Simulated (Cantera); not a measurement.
Feed: 1 mol SiC, 0.23 mol O₂, 1.2 mol H₂, at 1.60 Pa.

Equilibrium computed with Cantera from the NASA thermochemical tables; the gas is ideal and each condensed phase is pure. Candidate condensed phases: C, C₆H₆, C₇H₈, C₈H₁₈, H₂O, Si, SiC, SiO₂; 123 gas species. Equilibrium is a limit: real reactors are often held back by kinetics, nucleation or transport.

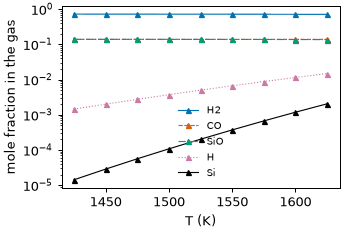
Figure. Equilibrium gas composition (values under 1e-9 drawn at 1e-9)

Q: Read off the mole fractions at 1600 K.

A: H₂ about 0.71, CO about 0.14, SiO about 0.14, H about 0.011, Si about 0.0012.
